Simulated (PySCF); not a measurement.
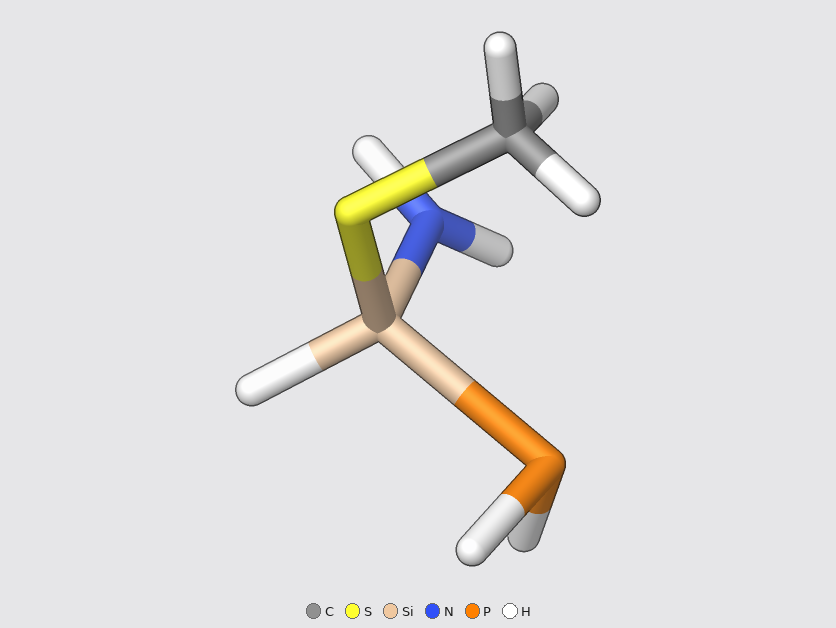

Computed geometry: PBE0-D3(BJ)/def2-SVP optimisation. No frequency run is at hand to confirm it as a minimum. Program: PySCF 2.14.0.

Tabulate HOMO energy (eV), HOMO–LUMO gap (eV), dipole (D) at these levels: LC-wPBE/pcSseg-1; PBE0/6-311+G(2d,p); PBE0/6-31G; PBE0/6-31G*; PBE0/IGLO-III; PBE0/STO-3G; PBE0/cc-pVDZ; PBE0/cc-pVTZ; PBE0/pcSseg-0.

| level | HOMO energy (eV) | HOMO–LUMO gap (eV) | dipole (D) |
| --- | --- | --- | --- |
| LC-wPBE/pcSseg-1 | −9.42 | 11.95 | 2.44 |
| PBE0/6-311+G(2d,p) | −6.75 | 6.48 | 2.03 |
| PBE0/6-31G | −6.67 | 7.23 | 2.74 |
| PBE0/6-31G* | −6.62 | 7.16 | 2.47 |
| PBE0/IGLO-III | −6.67 | 6.80 | 1.93 |
| PBE0/STO-3G | −3.01 | 8.72 | 1.83 |
| PBE0/cc-pVDZ | −6.59 | 7.19 | 2.24 |
| PBE0/cc-pVTZ | −6.72 | 6.99 | 2.11 |
| PBE0/pcSseg-0 | −6.85 | 7.36 | 2.87 |
